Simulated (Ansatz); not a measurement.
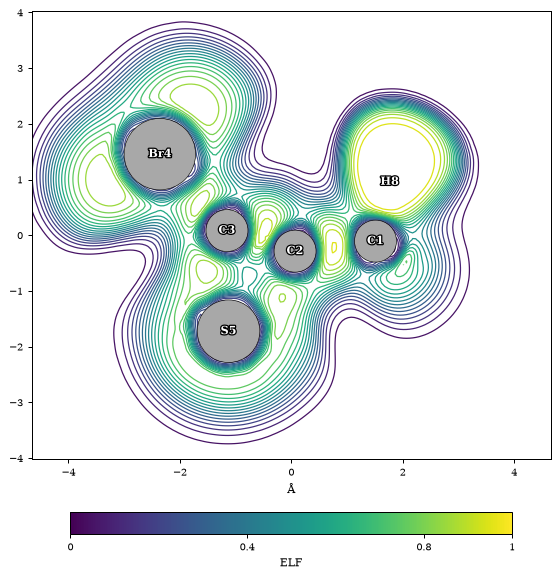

Figure 1: C3H3BrS (SMILES CC1=C(Br)S1). Electron localisation function on the plane of atoms Br4, C3 and S5. Grey discs cover the atomic cores.

Geometry: PBE0-D4/def2-TZVP.

All numbers below come from RKS PBE0-D4/def2-TZVPP in Ansatz.

The calculation's input:

```
crystal:
  periodic: [false, false, false]
  atoms:
    - {symbol: C, position_ang: [-0.506915, -0.152835, 1.049578]}
    - {symbol: C, position_ang: [0.263441, 0.126348, -0.153167]}
    - {symbol: C, position_ang: [0.536976, 0.085304, -1.399297]}
    - {symbol: Br, position_ang: [0.076243, -0.491353, -3.069755]}
    - {symbol: S, position_ang: [1.833465, 1.042558, -0.583874]}
    - {symbol: H, position_ang: [0.104379, -0.697150, 1.774964]}
    - {symbol: H, position_ang: [-0.827908, 0.780504, 1.520748]}
    - {symbol: H, position_ang: [-1.387478, -0.750476, 0.805003]}
basis:
  gaussian: {orbitals: def2-TZVPP}
hamiltonian: {xc: pbe0, dispersion: d4}
output: {orbitals: {seedname: orbitals}}
```

Run with:

```sh
ansatz run in.yaml --threads 4 --pin off --events-out ev --progress --plain --max-ram 10444MiB
```

What do the fields say about this system?

Answer.
- The section cuts through C, Br, S and H sites.
- C–C (1.28 Å): the ELF peaks at about 0.90 between the atoms: a short, multiple covalent bond.
- C–S (1.81 Å): the ELF peaks at about 0.75 between the atoms: a covalent bond.
- C–Br (1.83 Å): the ELF peaks at about 0.85 between the atoms; localised, covalent bonding.
- C–H (1.09 Å): the ELF climbs to about 1 towards the hydrogen, as it does in any bond to H (an ordinary covalent bond to hydrogen).
- C–C (1.46 Å): the ELF peaks at about 0.95 between the atoms, as expected for localised, covalent bonding.
- The ELF also peaks beside S5 and Br4, away from the bonds: lone-pair regions.
